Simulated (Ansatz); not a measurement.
# FH4NOSi: the cost of one run

Method: RKS r2SCAN-D4/def2-mTZVP, in Ansatz 0.2.0.

## (1) The structure to begin with

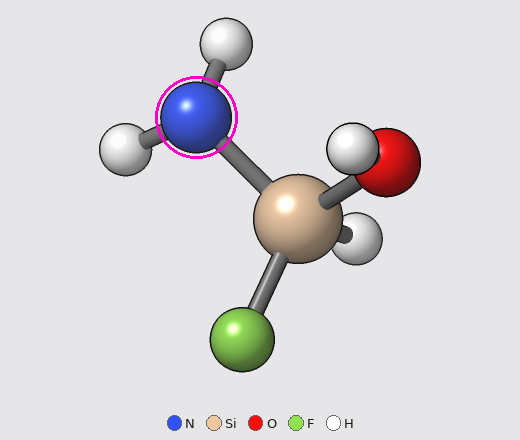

Start, viewed from a free direction; nitrogen blue, silicon light orange, oxygen red, fluorine green, hydrogen white. Ringed: N1.

As a file:

```xyz
8

N    -1.0255    0.4040   -0.0543
Si    0.5305   -0.0312   -0.1989
O     0.6991   -1.0655    1.0435
F     0.7560   -0.8117   -1.5739
H    -1.3012    0.9946   -0.9041
H    -1.1522    1.0904    0.7281
H     1.4282    1.1613   -0.1151
H     0.1573   -1.7990    1.0190
```

## (2) Relaxing end A

The input, input.yaml:

```yaml
crystal:
  periodic: [false, false, false]
  atoms:
    - { symbol: "N", position_ang: [-1.0255, 0.404, -0.0543] }
    - { symbol: Si, position_ang: [0.5305, -0.0312, -0.1989] }
    - { symbol: O, position_ang: [0.6991, -1.0655, 1.0435] }
    - { symbol: F, position_ang: [0.756, -0.8117, -1.5739] }
    - { symbol: H, position_ang: [-1.3012, 0.9946, -0.9041] }
    - { symbol: H, position_ang: [-1.1522, 1.0904, 0.7281] }
    - { symbol: H, position_ang: [1.4282, 1.1613, -0.1151] }
    - { symbol: H, position_ang: [0.1573, -1.799, 1.019] }
basis:
  gaussian: { orbitals: def2-mTZVP }
hamiltonian:
  xc: r2scan
  dispersion: d4
relax:
  f_tol: 0.015
  max_steps: 40
```

On the command line:

```console
$ ansatz run input.yaml --threads 2 --pin off --max-ram 3072MiB --backend cpu --events-out ev --progress --plain --runs-dir out
```

Q: Estimate wall time and peak memory on 2 threads of Arm Neoverse V1, shared host.

About 30 s, with a peak of 0.18 GiB.
